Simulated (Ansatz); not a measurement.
BH₃···PH₃

```xyz
8

B     0.0008    0.0478    0.1597
H    -0.0129    0.6639    1.2034
H     1.0499   -0.0867   -0.4190
H    -1.0399   -0.1235   -0.4257
P     0.1086   -2.6021    1.0915
H    -0.5529   -2.6619   -0.1676
H     1.4059   -2.5007    0.5123
H    -0.0625   -1.1591    1.2876
```

These are results of RKS r2SCAN-D4/def2-SVP in Ansatz 0.2.0, not measurements.

### Predict the electron density and electron localisation function between the atoms.

P–H (1.42 Å): the density is about 1.1 e/Å³ at the midpoint; the ELF climbs to about 1 towards the hydrogen, as it does in any bond to H.

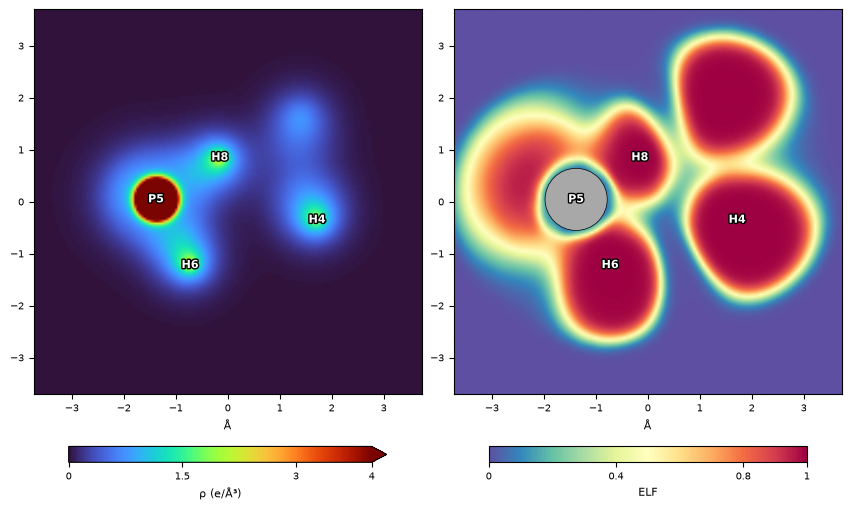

Computed electron density and electron localisation function on the plane of atoms H6, P5 and H8, in this order. Grey discs cover the atomic cores in the ELF map. 
